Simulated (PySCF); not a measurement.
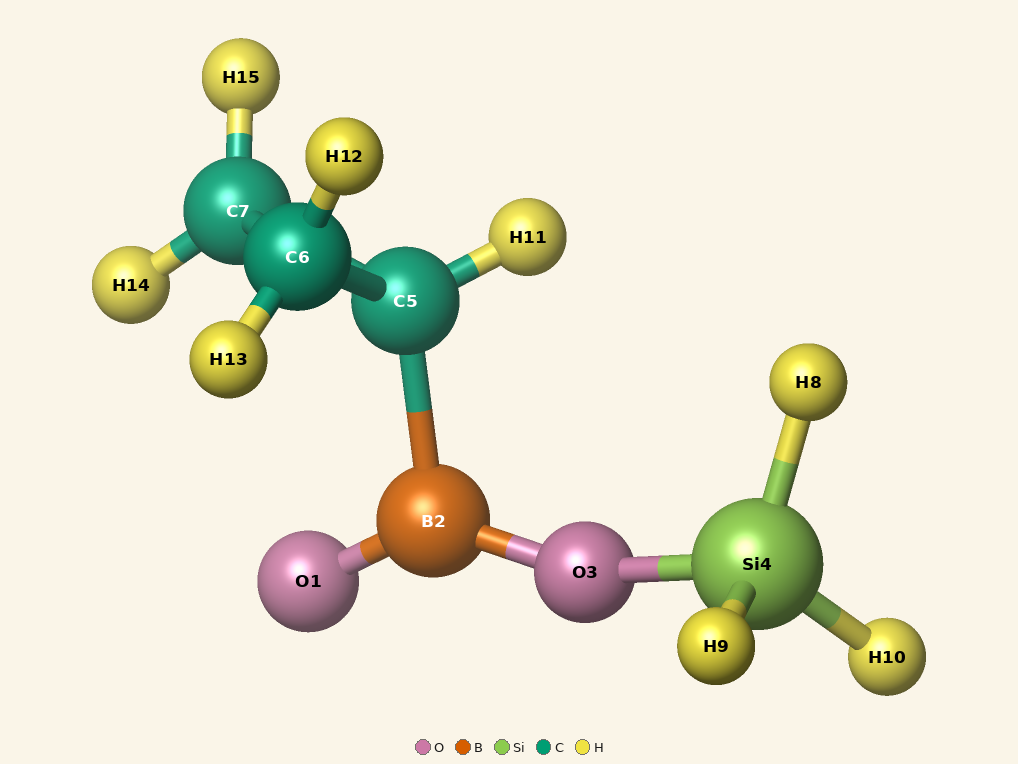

The species is neutral and a spin doublet. The geometry was computed by an optimisation with GFN2-xTB. No frequency run is at hand to confirm it as a minimum. Method: UKS B3LYP, pcH-1 on B C H O Si, non-relativistic (PySCF 2.14.0).

Give the isotropic hyperfine couplings (Fermi-contact term alone) of O1, B2, O3, Si4, C5, C6, C7, H8, H9, H10, H11, H12, H13, H14, H15.

| atom | isotope | a_iso (MHz) |
| --- | --- | --- |
| O1 | 17O | −33.7 |
| B2 | 11B | −39.3 |
| O3 | 17O | −34.4 |
| Si4 | 29Si | 0.6 |
| C5 | 13C | 154.9 |
| C6 | 13C | −4.4 |
| C7 | 13C | −9.4 |
| H8 | 1H | 1.3 |
| H9 | 1H | 0.7 |
| H10 | 1H | 6.3 |
| H11 | 1H | 37.9 |
| H12 | 1H | 27.2 |
| H13 | 1H | 24.0 |
| H14 | 1H | 21.0 |
| H15 | 1H | 3.6 |

The geometry is semi-empirical. Around B, Si such bond lengths and angles can be off by a tenth of an ångström or more and by several degrees, and values that hang on the shape move with them.
